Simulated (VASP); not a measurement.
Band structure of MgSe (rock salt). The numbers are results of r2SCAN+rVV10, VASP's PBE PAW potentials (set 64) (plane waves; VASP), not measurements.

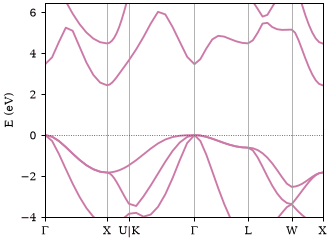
Figure: Bands along high-symmetry lines, zero at the valence-band maximum or, without a gap, the Fermi level

Problem. Read the plot: is there a gap, and where are the band edges?

Solution. The gap is indirect, 2.44 eV, from the valence maximum at Γ to the conduction minimum at X.

The compound is MgSe in the rock salt structure. It was relaxed first.
